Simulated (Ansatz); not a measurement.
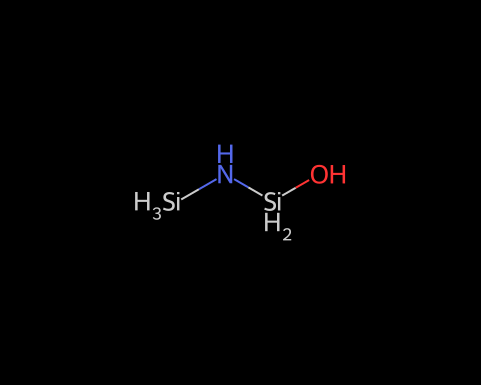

Give its SMILES.

O[SiH2]N[SiH3]

Give the formula, hydrogens included.

H7NOSi2.

An optimisation with PBE0-D4/def2-TZVP gave a structure of which point group?

C1. Other conformers may differ.

The parts below concern this one geometry. Atoms keep their numbers from picture to picture. Computed geometry: PBE0-D4/def2-TZVP optimisation.

## Levels of theory compared

Program: Ansatz 0.2.0.

At this fixed geometry, give HOMO–LUMO gap (eV) at these levels: B3LYP-D4/def2-TZVPP; B97M-V/def2-TZVPP; BLYP-D4/def2-TZVPP; CAM-B3LYP-D4/def2-TZVPP; HSE06 (plane-wave form)-D4/def2-TZVPP; PBE-D4/def2-TZVPP; PBE0-D4/def2-TZVPP; r2SCANh-D4/def2-TZVPP; revPBE-D4/def2-TZVPP; ωB97M-V/def2-QZVPP; ωB97M-V/def2-SVP; ωB97M-V/def2-TZVPP.

| level | HOMO–LUMO gap (eV) |
| --- | --- |
| B3LYP-D4/def2-TZVPP | 7.44 |
| B97M-V/def2-TZVPP | 6.31 |
| BLYP-D4/def2-TZVPP | 5.69 |
| CAM-B3LYP-D4/def2-TZVPP | 10.20 |
| HSE06 (plane-wave form)-D4/def2-TZVPP | 7.14 |
| PBE-D4/def2-TZVPP | 5.72 |
| PBE0-D4/def2-TZVPP | 7.91 |
| r2SCANh-D4/def2-TZVPP | 7.26 |
| revPBE-D4/def2-TZVPP | 5.77 |
| ωB97M-V/def2-QZVPP | 11.34 |
| ωB97M-V/def2-SVP | 12.47 |
| ωB97M-V/def2-TZVPP | 11.77 |

## Vibrations

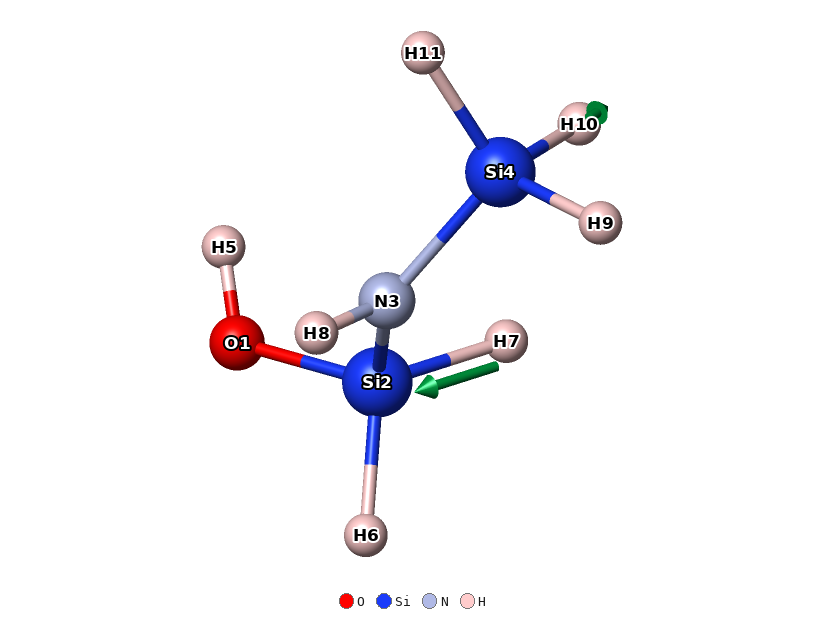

The arrows show one normal mode. Harmonic vibrations computed with RKS PBE0-D4/def2-TZVP (Ansatz 0.2.0) at a stationary point of the same level.

What kind of motion is it?

Mostly Si–H stretching.

Estimate its harmonic wavenumber.

2226 cm⁻¹; it is mode 23 of 27 counted from the lowest.

## Charges

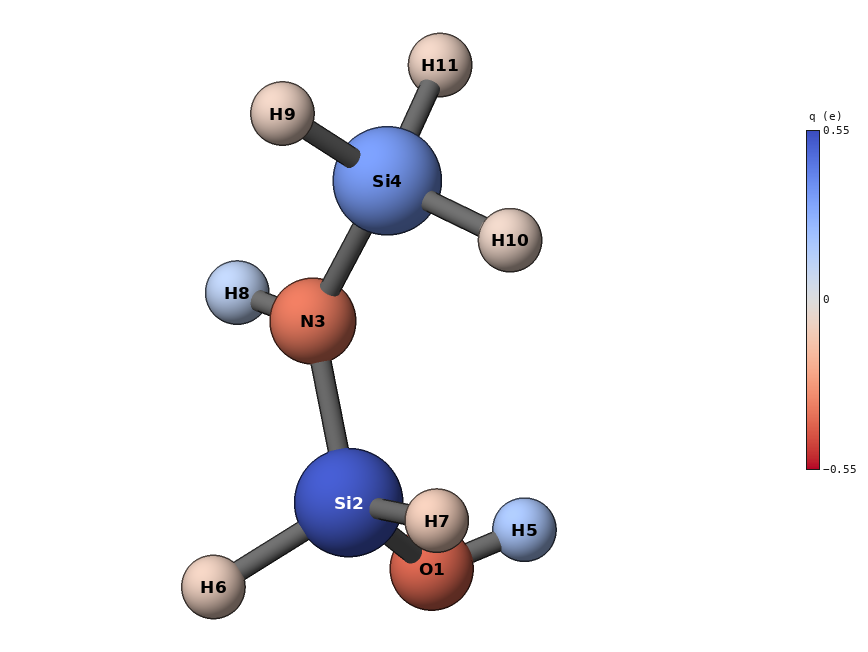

Atoms are coloured by their Mulliken charges. Method: RKS B3LYP-D4/def2-TZVPP (Ansatz 0.2.0).

List the Mulliken charges.

| atom | value (e) |
| --- | --- |
| O1 | −0.39 |
| Si2 | 0.51 |
| N3 | −0.35 |
| Si4 | 0.34 |
| H5 | 0.18 |
| H6 | −0.09 |
| H7 | −0.10 |
| H8 | 0.11 |
| H9 | −0.08 |
| H10 | −0.07 |
| H11 | −0.08 |

Mulliken values depend strongly on the basis set and can even reverse the polarity of a bond.
